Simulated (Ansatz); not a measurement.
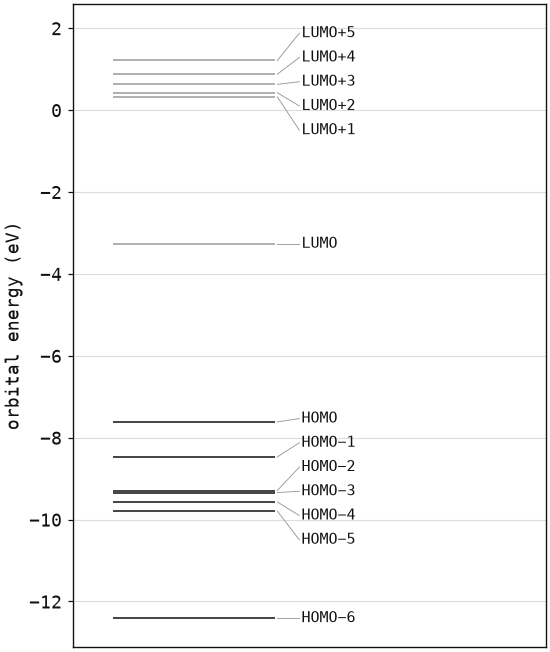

Kohn-Sham orbital energies near the frontier, HSE06/def2-TZVPP with the Ansatz code 0.2.0, at a PBE0-D4/def2-TZVP geometry (with a soft imaginary mode, 34i cm⁻¹), isolated molecule; empty levels in grey, levels within 0.03 eV side by side.

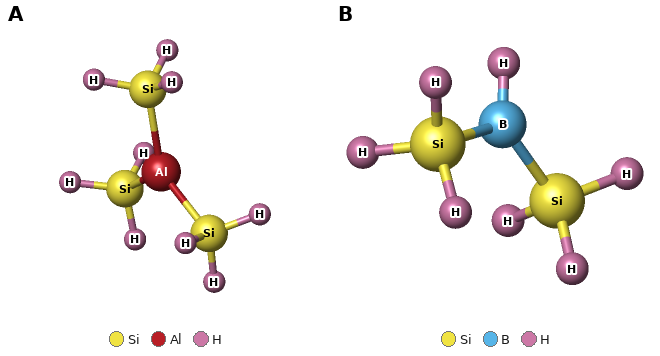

Which molecule has this level scheme? Choose among the lettered structures.

Answer. Structure B, BSi₂H₇, SMILES [SiH3]B[SiH3]. HOMO −7.61 eV, LUMO −3.26 eV, separation 4.35 eV.

Caveats: empty levels above zero depend strongly on the basis.
